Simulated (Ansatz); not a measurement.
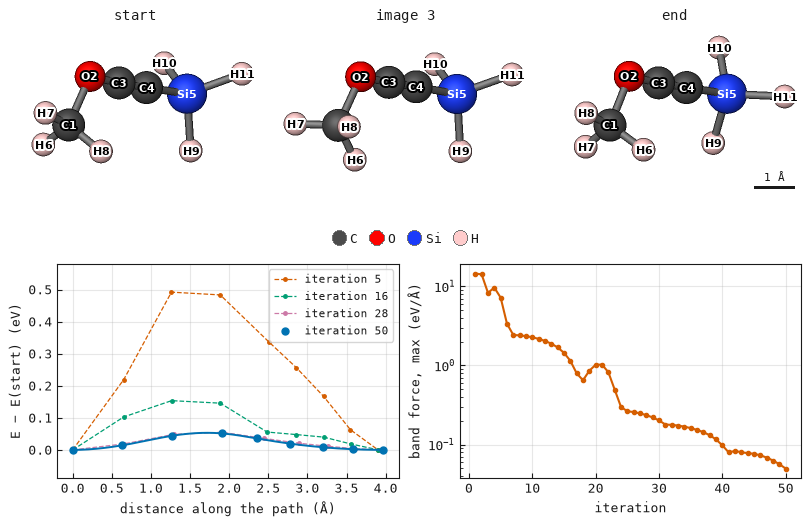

A search for the minimum-energy path of C3H6OSi by the nudged elastic band. Images are numbered from 0 (start) to 8 (end). The plot follows the band through its iterations. Style: ball-and-stick. Shown from a free direction.

Computed with Ansatz 0.2.0, RKS PBE-D4/6-31G*. Run with 7 movable images; climbing image; force threshold 0.05 eV/Å; iteration limit 60; optimiser FIRE; largest step 0.5 Å; starting path through a guess of the saddle point.

**Judge this run.**

The run is converged, with reservations. The band converged in 50 iterations. The largest component of the band force went from 15 to 0.05 eV/Å. The climbing image converged on the top of the path. Its curvatures weren't checked. The step length is far from the usual. The first iteration put the highest image at 4.311 eV. The two ends have the same energy, and the highest point, image 3, lies 0.052 eV above the start.
